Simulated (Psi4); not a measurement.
**A workflow on F4P+ (SMILES F[P+](F)(F)F)**

Aim: a structure relaxation (HF-3c/MINIX), then vibrational wavenumbers, then a single-point energy (MP2/cc-pVTZ) of F4P+. 

The results are computed with Psi4 1.11.

## Step 1: Starting point

F4P+: 5 atoms, total charge +1, spin state singlet. As SMILES, `F[P+](F)(F)F`. Geometry: a GFN2-xTB relaxation, a rough one for these elements and not checked as a minimum. The run starts from this shape.

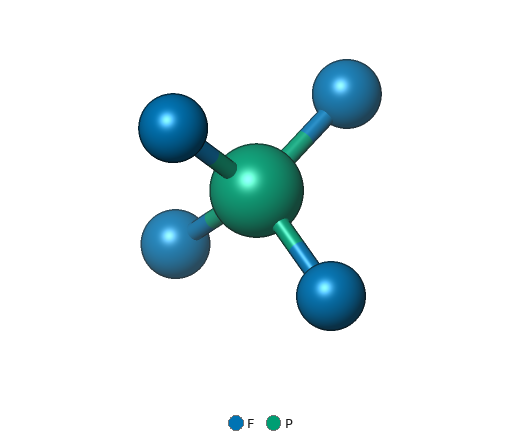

The structure, seen from a chosen angle (fluorine blue, phosphorus teal).

## Step 2: A structure relaxation at HF-3c/MINIX (density fitting) (run 1)

f4p.xyz

```xyz
5
F4P
F      0.130310    -0.766260     1.287560
P      0.000010    -0.000010    -0.000010
F     -0.966190     1.137020     0.188590
F     -0.508490    -0.915820    -1.079160
F      1.344360     0.545070    -0.396980
```

run.py

```python
import psi4

psi4.set_memory('1600 MB')
psi4.set_num_threads(1)
psi4.set_output_file('psi4.out', False)

with open('f4p.xyz') as f:
    atoms = ''.join(f.readlines()[2:])
mol = psi4.geometry('1 1\n' + atoms + 'symmetry c1')

options = {'reference': 'rks', 'geom_maxiter': 60}
psi4.set_options(options)

result = psi4.optimize('hf-3c', molecule=mol)
print('E =', round(result, 9))
print(mol.to_string(dtype='xyz', units='Angstrom'))
```

Launch:

```console
python run.py
```

psi4.out:

```text
Psi4 1.11 release

gradient() will perform analytic gradient computation.

   => Loading Basis Set <=

    Name: MINIX
    Role: ORBITAL
    Keyword: BASIS

   => HF3C: Empirical Dispersion <=

        s6 =       1.000000
        s8 =       0.877700
        a1 =       0.417100
        a2 =       2.914900

         ---------------------------------------------------------
                                   SCF
                              RKS Reference
                        1 Threads,   1525 MiB Core
         ---------------------------------------------------------

  ==> Geometry <==

    Molecular point group: c1
    Full point group: C1

    Geometry (in Angstrom), charge = 1, multiplicity = 1:

[... 98 lines left out ...]
   @DF-RKS iter   4:  -734.19159776147387   -3.88381e-04   1.11389e-04 ADIIS/DIIS
[... 170 lines left out ...]
	  Convergence Criteria     1.00e-06 *    3.00e-04 *             o    1.20e-03 *             o~
[... 144 lines left out ...]
 Dipole Y            :         -0.0000213           -0.0000024           -0.0000237
[... 188 lines left out ...]
    Nuclear Repulsion Energy =            308.3491246398993439
[... 191 lines left out ...]
   @DF-RKS iter   6:  -734.20728050034825   -3.29692e-12   6.26779e-09 DIIS
[... 202 lines left out ...]
   @DF-RKS iter   2:  -734.20728379727211   -2.68513e-07   5.73631e-06 DIIS
[... 149 lines left out ...]
	  Convergence Criteria     1.00e-06 *    3.00e-04 *             o    1.20e-03 *             o
[... 4 lines left out ...]
Next Geometry in Ang
	Fragment 1 (Ang)

	    F   0.1247806923  -0.7344890449   1.2342569075
	    P   0.0000000150  -0.0000000089  -0.0000000084
	    F  -0.9261211076   1.0899540464   0.1809263218
	    F  -0.4872776167  -0.8779446927  -1.0345086236
	    F   1.2886179974   0.5224796881  -0.3806746090

    Final optimized geometry and variables:
    Molecular point group: c1
    Full point group: C1

    Geometry (in Angstrom), charge = 1, multiplicity = 1:

    F            0.124760855605    -0.734373911446     1.234063671497
    P            0.000000031208     0.000000019120     0.000000018633
    F           -0.925975938016     1.089783415294     0.180898337510
    F           -0.487200992901    -0.877807369976    -1.034346767856
    F            1.288416024433     0.522397834958    -0.380615271528

[set-up sections that repeat, and orbital energies of the middle runs, are left out above]
```

The script printed:

```text
Optimizer: Optimization complete!
E = -734.20728384
5
1 1 F4P
F                     0.124760855605    -0.734373911446     1.234063671497
P                     0.000000031208     0.000000019120     0.000000018633
F                    -0.925975938016     1.089783415294     0.180898337510
F                    -0.487200992901    -0.877807369976    -1.034346767856
F                     1.288416024433     0.522397834958    -0.380615271528
```

Wall time 9.6 s (1 thread of AMD EPYC 7R13 (Zen 3), shared host); peak memory 0.22 GiB.

Steps, from the record of the run:

| step | energy from the first frame kept (eV) | largest force (eV/Å) |
| --- | --- | --- |
| 0 | 0.0000 | 3.2037 |
| 1 | -0.3797 | 1.1573 |
| 2 | -0.4241 | 0.2626 |
| 3 | -0.4262 | 0.0544 |
| 4 | -0.4263 | 0.0116 |

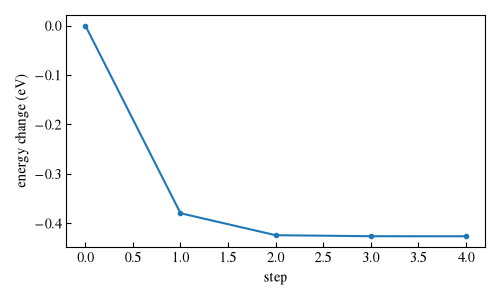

Energy along the run.

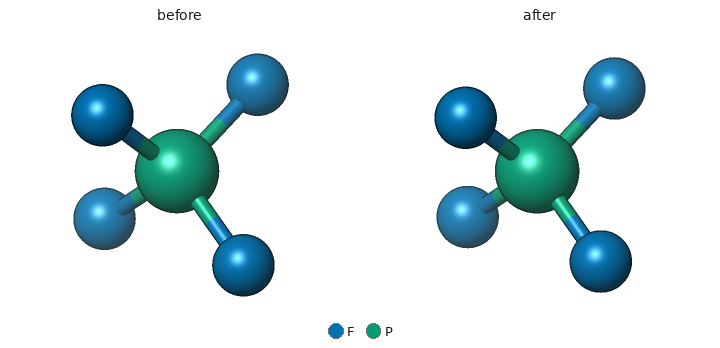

Before and after, at one scale.

After the run. Bond lengths: F1–P2 1.441 Å, P2–F3 1.441 Å, P2–F4 1.441 Å, P2–F5 1.441 Å. Angles: F1–P2–F3 109.5°, F1–P2–F4 109.5°, F1–P2–F5 109.5°, F3–P2–F4 109.5°, F3–P2–F5 109.5°, F4–P2–F5 109.5°.

## Step 3: The harmonic vibrations at HF-3c/MINIX (density fitting) (run 2)

input.inp

```
memory 1.6 GB

molecule mol {
  1 1
  F      0.124762    -0.734375     1.234063
  P      0.000001    -0.000001    -0.000001
  F     -0.925975     1.089782     0.180897
  F     -0.487200    -0.877808    -1.034348
  F      1.288417     0.522397    -0.380616
}

set t 298.15
set rotational_symmetry_number 12

E, wfn = frequencies("hf-3c", return_wfn=True)
print_variables()
```

Launch:

```console
psi4 input.inp input.out -n 1
```

input.out:

```text
Psi4 1.11 release

gradient() will perform analytic gradient computation.

   => Loading Basis Set <=

    Name: MINIX
    Role: ORBITAL
    Keyword: BASIS

   => HF3C: Empirical Dispersion <=

        s6 =       1.000000
        s8 =       0.877700
        a1 =       0.417100
        a2 =       2.914900

         ---------------------------------------------------------
                                   SCF
                              RHF Reference
                        1 Threads,   1525 MiB Core
         ---------------------------------------------------------

  ==> Geometry <==

    Molecular point group: c1
    Full point group: C1

    Geometry (in Angstrom), charge = 1, multiplicity = 1:

[... 98 lines left out ...]
   @DF-RHF iter   4:  -734.20727695562414   -2.04484e-04   6.95413e-05 DIIS
[... 37 lines left out ...]
    One-Electron Energy =               -1614.7768933324173304
[... 213 lines left out ...]
   @DF-RHF iter   2:  -734.19926719703176   -1.18379e-01   3.85730e-03 DIIS/ADIIS
[... 34 lines left out ...]
  @DF-RHF Final Energy:  -734.20728384064637
[... 158 lines left out ...]
  non-mass-weighted Hessian:       Symmetric? True   Hermitian? True   Lin Dep Dim?  0 (0)
[... 176 lines left out ...]
  "SCF DIPOLE GRADIENT"               =>      -0.392744303730 ... -0.394310490327 15 by 3
[... 4 lines left out ...]
    Psi4 run time: 0:00:15.30
```

On the terminal:

```text
Warning: used thermodynamics relations inappropriate for low-frequency modes: ['347.4996' '347.4998' '499.9651' '499.9651' '499.9652']
```

Wall time 17 s (1 thread of AMD EPYC 7R13 (Zen 3), shared host); peak memory 0.3 GiB.

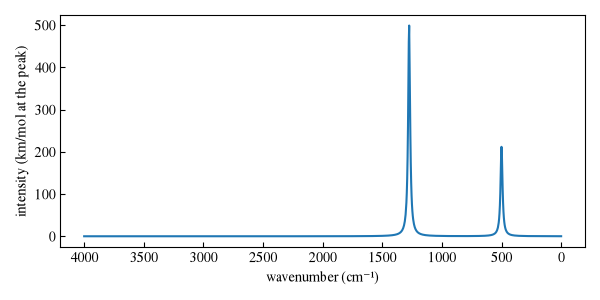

Harmonic infrared spectrum, unscaled, lines broadened by 10 cm⁻¹.

## Step 4: A single-point energy at MP2/cc-pVTZ (density fitting, density fitting for correlation) (run 3)

run.py

```python
import psi4

psi4.set_memory('1600 MB')
psi4.set_num_threads(1)
psi4.core.set_output_file('f4p.out', False)

m = psi4.geometry("""
1 1
F      0.23576601    -1.38776762     2.33204109
P      0.00000189    -0.00000189    -0.00000189
F     -1.74983915     2.05938952     0.34184579
F     -0.92067457    -1.65881671    -1.95463444
F      2.43475526     0.98718726    -0.71926000
units au
""")

psi4.set_options({
    'basis': 'cc-pVTZ',
    'reference': 'rhf',
    'freeze_core': True,
})

energy_value = psi4.energy("mp2")
print(f'total energy {energy_value:.8f} hartree = {energy_value * 27.211386:.5f} eV')
```

Launch:

```console
python run.py
```

f4p.out:

```text
SCF Algorithm Type (re)set to DF.

   => Loading Basis Set <=

    Name: CC-PVTZ
    Role: ORBITAL
    Keyword: BASIS

         ---------------------------------------------------------
                                   SCF
                              RHF Reference
                        1 Threads,   1525 MiB Core
         ---------------------------------------------------------

  ==> Geometry <==

    Molecular point group: c1
    Full point group: C1

    Geometry (in Bohr), charge = 1, multiplicity = 1:

[... 92 lines left out ...]
                           Total Energy        Delta E     RMS |[F,P]|
[... 5 lines left out ...]
   @DF-RHF iter   4:  -738.49540463143285   -5.20364e-04   5.33528e-05 DIIS
[... 4 lines left out ...]
   @DF-RHF iter   9:  -738.49543918824963   -2.69438e-11   5.73843e-09 DIIS
[... 35 lines left out ...]
    One-Electron Energy =               -1623.9159236599516589
[... 18 lines left out ...]
 Dipole Z            :         -0.0000002            0.0000000           -0.0000002
[... 47 lines left out ...]
	 Correlation Energy        =      -1.1191208768401322 [Eh]
[... 9 lines left out ...]
	 SCS Total Energy          =    -739.5790932451363915 [Eh]
[... 2 lines left out ...]
	total time  =          1 seconds =       0.02 minutes
```

The script printed:

```text
total energy -739.61456007 hartree = -20125.93729 eV
```

It took 6.6 s on 1 thread of AMD EPYC 7R13 (Zen 3), shared host; peak memory 0.35 GiB.

## Step 5: What came out

| quantity | value |
| --- | --- |
| run 1, HF-3c/MINIX: total energy at the end | -734.20728 Eh |
| run 1, HF-3c/MINIX: HOMO energy | -27.22 eV |
| run 1, HF-3c/MINIX: LUMO energy | -0.49 eV |
| run 1, HF-3c/MINIX: HOMO–LUMO gap | 26.73 eV |
| run 2, HF-3c/MINIX: lowest harmonic wavenumber | 348 cm⁻¹ |
| run 2, HF-3c/MINIX: highest harmonic wavenumber | 1275 cm⁻¹ |
| run 2, HF-3c/MINIX: zero-point energy | 41.7 kJ/mol |
| run 2, HF-3c/MINIX: ideal-gas entropy at 298.15 K (symmetry number 12 as used) | 65.0 cal/(mol K) |
| run 3, MP2/cc-pVTZ: total energy | -739.61456 Eh |
| run 3, MP2/cc-pVTZ: HOMO energy (Hartree–Fock orbitals) | -27.05 eV |
| run 3, MP2/cc-pVTZ: LUMO energy (Hartree–Fock orbitals) | -1.51 eV |
| run 3, MP2/cc-pVTZ: HOMO–LUMO gap (Hartree–Fock orbitals) | 25.54 eV |
| run 3, MP2/cc-pVTZ: correlation energy (9 core orbitals frozen) | -1119.1 mEh |

In words: The optimisation (run 1, HF-3c/MINIX) took 5 steps and changed the energy by -0.426 eV. All 9 modes are real, so the shape is a minimum at this level.
